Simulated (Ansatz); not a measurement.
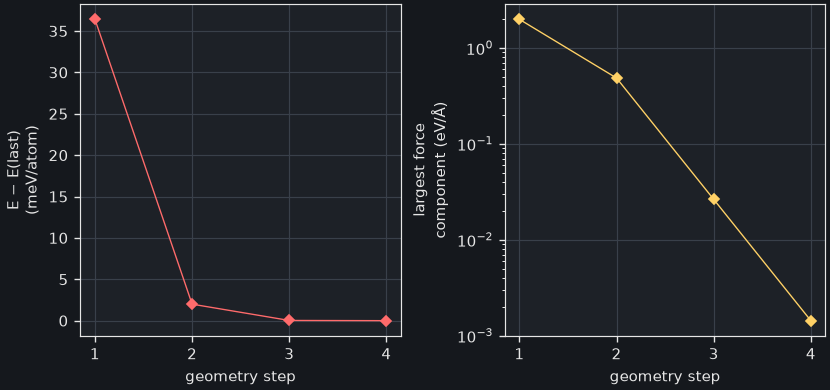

The picture comes from a calculation with Ansatz.

History of a geometry optimisation. Only the atoms move.

```
crystal:
  lattice:
    - [15.0, 0.0, 0.0]
    - [0.0, 15.5, 0.0]
    - [0.0, 0.0, 16.0]
  atoms:
    - { symbol: B, position: [0.5011452656, 0.4994289404, 0.4755942317], spin: 1.0 }
    - { symbol: H, position: [0.566253529, 0.5013349585, 0.510565023] }
    - { symbol: H, position: [0.4326012054, 0.4992361011, 0.5138407453] }
  symmetry: { detect: false }
basis:
  ecutwfc: 420
kpoints:
  mp_grid: { grid: [1, 1, 1] }
hamiltonian:
  xc: pbe
scf:
  occupations: { method: gaussian, width: 0.005 }
output:
  forces: true
  eigenvalues: true
  populations: true
magnetization:
  spin_polarized: true
relax:
  adjacent_minimum: "off"
  f_tol: 0.01
  max_steps: 80
```

**How did it end, and what did it gain?**

The optimisation met its thresholds at geometry 4, counting the start as the first. The energy fell by about 36 meV/atom from the first step to the last. The largest force component goes from about 2 eV/Å at the start to 1.4 × 10⁻³ eV/Å at the end.
